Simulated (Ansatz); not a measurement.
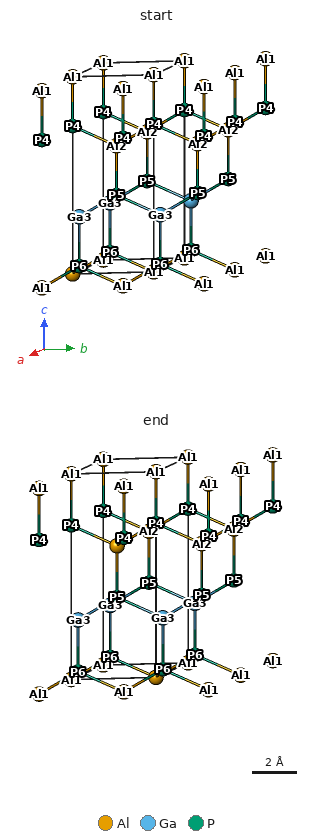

The structure of a crystal of Al₂GaP₃ (a generated structure, set up in P3m1) (coarse preliminary run) before (top) and after (bottom) a relaxation, at one scale.

The picture is a ball-and-stick view of the cell of the calculation, repeated 2 × 2 × 1 with one cell outlined, seen slightly off an axis.

The calculation used DFT PBE, scalar-relativistic, plane waves, PAW in Ansatz.

The input:
```yaml
crystal:
  lattice:
    - [3.7277646, 0.0, 0.0]
    - [-1.8638823, 3.22833885, 0.0]
    - [0.0, 0.0, 9.13112116]
  atoms:
    - { symbol: Al, position: [0.0, 0.0, 0.0] }
    - { symbol: Al, position: [0.33333333, 0.66666667, 0.66666667] }
    - { symbol: Ga, position: [0.66666667, 0.33333333, 0.33333333] }
    - { symbol: P, position: [0.0, 0.0, 0.75] }
    - { symbol: P, position: [0.33333333, 0.66666667, 0.41666667] }
    - { symbol: P, position: [0.66666667, 0.33333333, 0.08333333] }
basis:
  ecutwfc: 420
kpoints:
  mp_grid: { grid: [6, 6, 2] }
hamiltonian:
  xc: pbe
scf:
  occupations: { method: gaussian, width: 0.1 }
  lower_state_search: "off"
output:
  forces: true
  stress: true
  eigenvalues: true
relax:
  adjacent_minimum: "off"
  f_tol: 0.04
  max_steps: 70
  cell: { stress_tol: 0.4 }
```

Run as
```bash
ansatz run input.yaml --threads 1 --pin off --max-ram 2560MiB --backend cpu --events-out ev --progress --plain --runs-dir out
```

Describe what moved and what it gained.

Over 3 accepted moves (4 points after the start) the energy falls by 100 meV per atom. The largest force component goes from 0.044 to 0.0041 eV/Å. The pressure goes from 14.01 to 0.12 GPa. The SCF was repeated once at an unchanged geometry on a basis and grid sized afresh for the cell, which shifted the energy by 1.2 meV per atom at most. P6 moves most relative to the cell: 0.006 Å along −c. By element the largest moves are P 0.006 Å, Al 0.002 Å, Ga 0.001 Å. The volume changes by +13.9 %, with a = b 3.728 → 3.895 Å (+4.5 %), c 9.131 → 9.526 Å (+4.3 %). Near-neighbour distances that change, for instance: Ga3–P5 2.283 → 2.386 Å, Al1–P4 2.283 → 2.386 Å, Al1–P6 2.283 → 2.382 Å. The space group stays P3m1 (No. 156).
